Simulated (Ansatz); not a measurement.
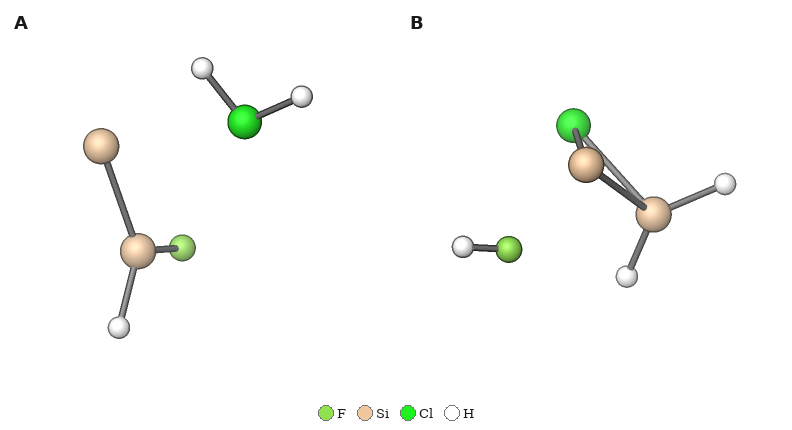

2 stationary structures of one formula. Charge +1, singlet. Geometries: PBE-D4/def2-SVP. Electronic energies: PBE-D4/def2-SVP (Ansatz 0.2.0), without zero-point energy. No frequency run is at hand to confirm each as a minimum. Each is one conformer, not always the lowest.

Question: Rank them by energy, lowest first.

Answer: B is lowest (C1); A lies 336.8 kJ/mol above it (C1).
